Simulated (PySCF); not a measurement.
## CH7NO2Si2: excited-state calculation

- system: CH7NO2Si2
- method: TDDFT CAM-B3LYP/def2-SVPD, vertical, gas phase, core orbitals frozen in the response (PySCF 2.14.0)

The geometry comes from this level: GFN2-xTB.

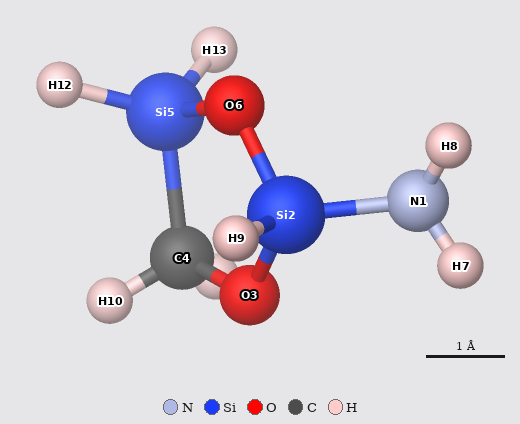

**Figure 1.** The input geometry (ball-and-stick view, seen at a tilt; atoms are numbered from 1 in the order of the input). Bond lengths as drawn: C–H 1.09 Å, C–O 1.42 Å, C–Si 1.92 Å, H–N 1.01 Å, H–Si 1.46 Å, N–Si 1.72 Å and O–Si 1.62 to 1.65 Å.

Results in brief:

| quantity | value |
| --- | --- |
| outcome | converged |
| total energy | −826.210533 hartree |
| HOMO | −9.21 eV |
| LUMO | 0.87 eV |
| dipole moment | 0.34 D |
| mean polarisability | 70.39 a.u. |
| lowest singlet excitation | 6.90 eV |
| hardware | 1 CPU thread, shared host |
| wall time | 67 s |
| peak memory | 0.84 GiB |

The input:
```
{"job": {"kind": "uv", "xc": "CAM-B3LYP", "basis": "def2-SVPD", "nstates": 8, "ntriplets": 3}, "charge": 0, "multiplicity": 1}
N      2.229964    -0.392084    -0.693566
Si     0.878351    -0.672460     0.327135
O     -0.413474    -1.086264    -0.564614
C     -1.552327    -0.242325    -0.500772
Si    -1.078820     1.278049     0.578750
O      0.414469     0.778407     0.962386
H      2.484168    -1.128911    -1.329721
H      3.054658    -0.005185    -0.266247
H      1.022584    -1.568291     1.466775
H     -2.375987    -0.828433    -0.081806
H     -1.827214     0.016173    -1.526747
H     -1.859254     1.344792     1.808379
H     -0.981505     2.507019    -0.197678
```

The first line tells a small driver script what to run in PySCF; the rest is the geometry in Å.

Launch command:
```bash
OMP_NUM_THREADS=1 python <driver script> task.json out
```

Output:
```
coarse grid: 11912 points
cycle   1  E = -825.9000418211  dE =  9.659e-01  |g| = 9.875e-01  |ddm| = 4.944e+00
cycle   2  E = -825.7620735084  dE =  1.380e-01  |g| = 1.326e+00  |ddm| = 2.972e+00
cycle   3  E = -826.0880780206  dE = -3.260e-01  |g| = 7.298e-02  |ddm| = 1.446e+00
cycle   4  E = -826.0887786138  dE = -7.006e-04  |g| = 4.733e-02  |ddm| = 1.798e-01
cycle   5  E = -826.0892351738  dE = -4.566e-04  |g| = 8.801e-03  |ddm| = 8.239e-02
cycle   6  E = -826.0892502918  dE = -1.512e-05  |g| = 2.447e-03  |ddm| = 2.035e-02
cycle   7  E = -826.0892513972  dE = -1.105e-06  |g| = 9.435e-04  |ddm| = 3.766e-03
final grid: 106072 points
cycle   8  E = -826.2105293914  dE = -1.611e-05  |g| = 4.108e-03  |ddm| = 3.960e-02
cycle   9  E = -826.2105277855  dE =  1.606e-06  |g| = 5.160e-03  |ddm| = 1.107e-02
cycle  10  E = -826.2105328585  dE = -5.073e-06  |g| = 3.061e-04  |ddm| = 5.516e-03
cycle  11  E = -826.2105328765  dE = -1.802e-08  |g| = 1.620e-04  |ddm| = 5.900e-04
cycle  12  E = -826.2105328822  dE = -5.742e-09  |g| = 3.533e-05  |ddm| = 2.981e-04
cycle  13  E = -826.2105328825  dE = -2.879e-10  |g| = 1.108e-05  |ddm| = 5.956e-05
```

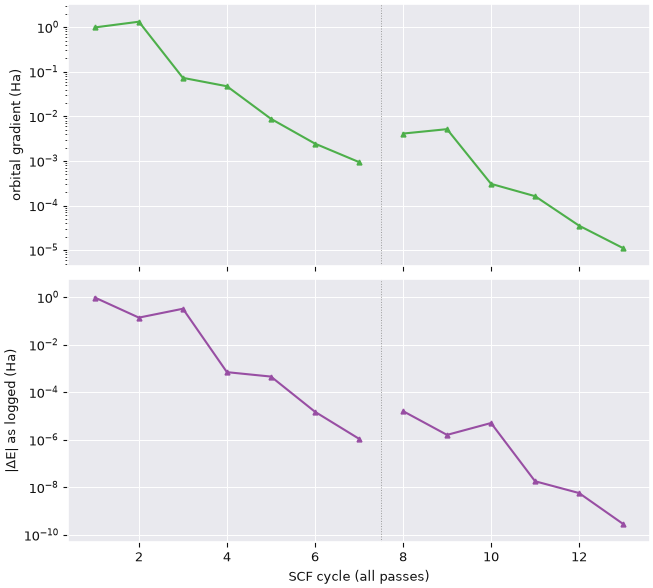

**Figure 2.** Convergence of the self-consistent field: orbital gradient and size of the energy change against the SCF cycle. The dotted line marks the change from a coarse to the final integration grid. The first 7 cycles use a coarse grid, the final grid takes over at cycle 8, and the field converges after 13 cycles in all.

```
converged SCF energy = -826.2105328825

Static polarisability (au): isotropic 70.393, principal 65.851 67.068 78.259

Singlet excitations
state   eV       nm        f      main configurations
  1   6.9029    179.6   0.02422   H->L 0.58, H->L+2 0.12, H->L+1 0.10
  2   7.0532    175.8   0.03744   H-1->L 0.43, H-2->L 0.20, H->L+2 0.17
  3   7.3283    169.2   0.00369   H-2->L 0.45, H-1->L 0.23, H-3->L 0.13
  4   7.6564    161.9   0.00043   H-3->L 0.58
  5   7.6673    161.7   0.00437   H->L+4 0.59, H->L+3 0.20
  6   7.7657    159.7   0.02458   H-1->L+1 0.34, H->L+1 0.18, H->L+2 0.11
  7   7.9834    155.3   0.00526   H-2->L+1 0.39, H-1->L+1 0.16, H-2->L+2 0.12
  8   8.1394    152.3   0.01434   H-1->L+2 0.31, H-1->L+4 0.18, H-2->L+2 0.11

Triplet excitations (Tamm-Dancoff, eV): 6.5016 6.5974 7.0010
```

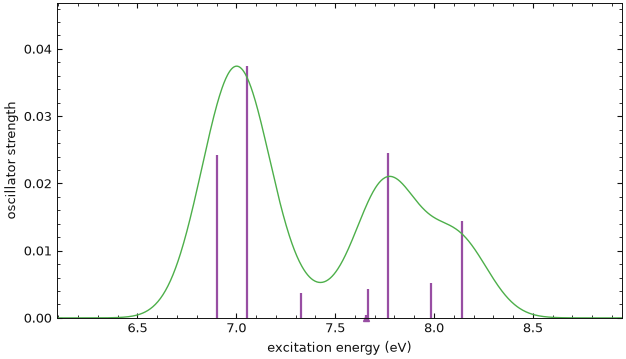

**Figure 3.** Computed excitations as sticks (degenerate states added up, dark ones marked on the axis), with a Gaussian envelope of 0.35 eV full width at half maximum, scaled to the tallest. Of the 8 states the lowest lies at 6.90 eV (f = 0.024); the strongest line is at 7.05 eV, or 176 nm (f = 0.037).

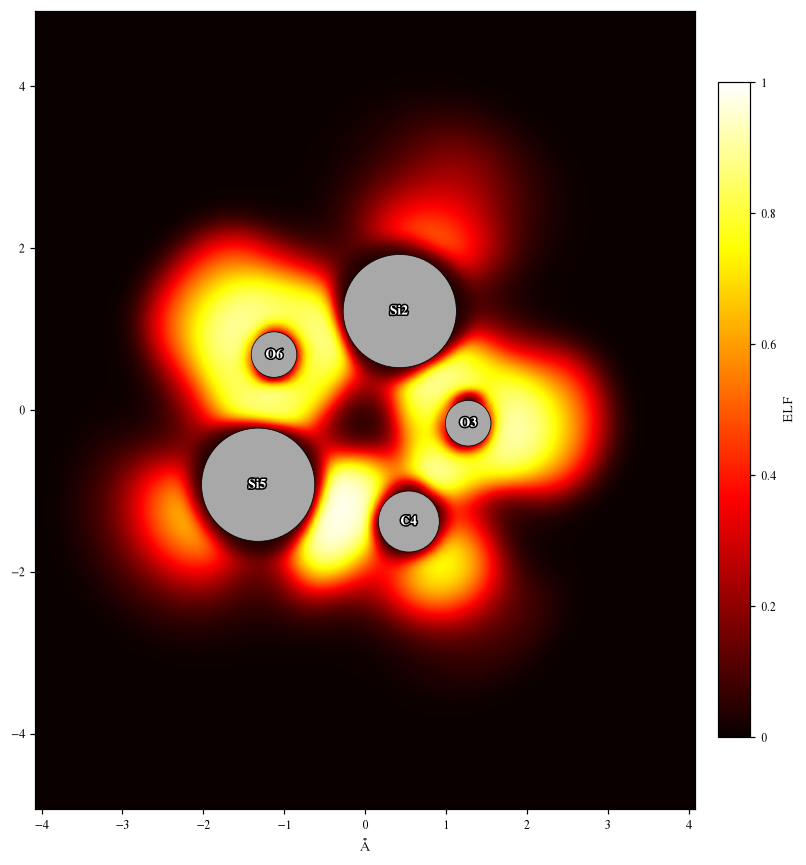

**Figure 4.** ELF on the plane of atoms Si2, O3 and C4. Grey discs, where drawn, cover atomic cores. Atoms in the plane: Si, O and C. C–O (1.42 Å): the ELF peaks at about 0.90 between the atoms (a shared but strongly polarised pair).

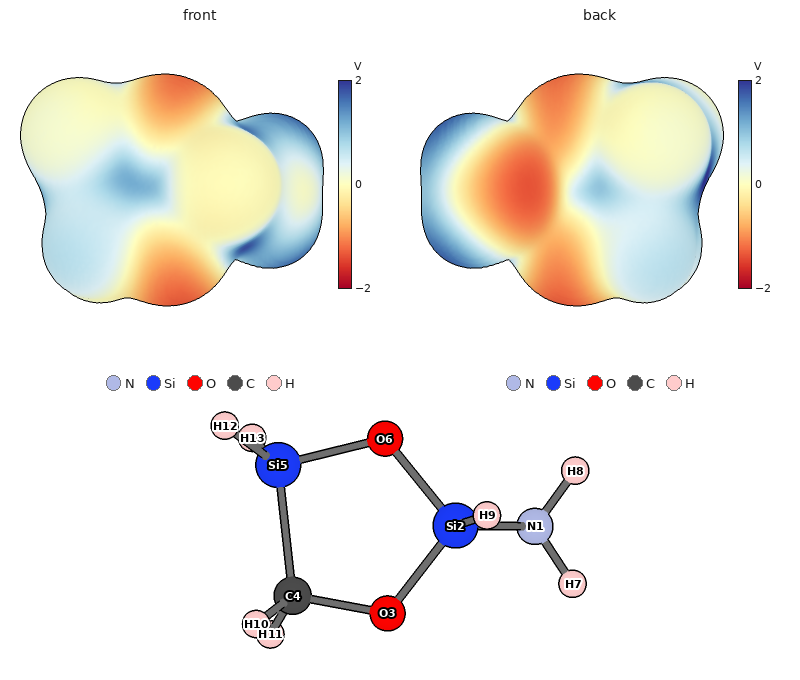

**Figure 5.** The molecular electrostatic potential painted on the density surface at 0.002 e/bohr³, seen face on and from behind; red is negative and blue positive. The bare structure is drawn below in the same view. Its dipole moment is 0.34 D.
